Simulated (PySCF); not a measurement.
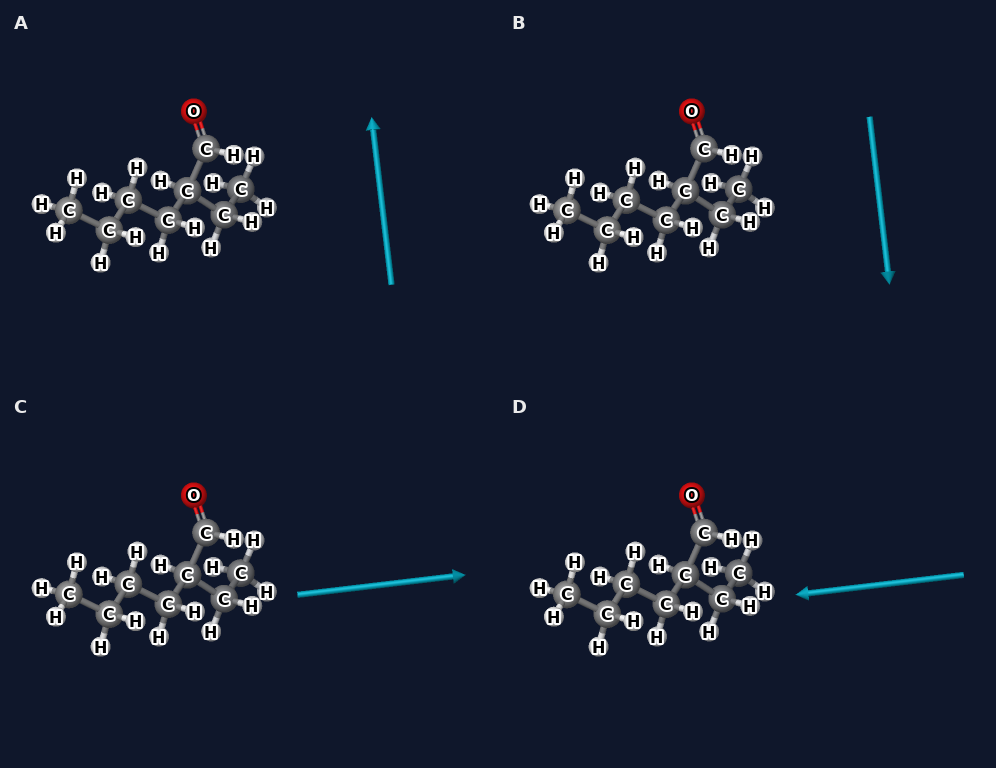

The same molecule four times, each with an arrow. The geometry was computed by an optimisation with PBE0-D3(BJ)/def2-SVP. No frequency run is at hand to confirm it as a minimum. Method: CAM-B3LYP/def2-SVPD, gas phase (PySCF 2.14.0).

> Which arrow points along the dipole moment, from the negative to the positive end?

B. The dipole moment is 3.04 D.
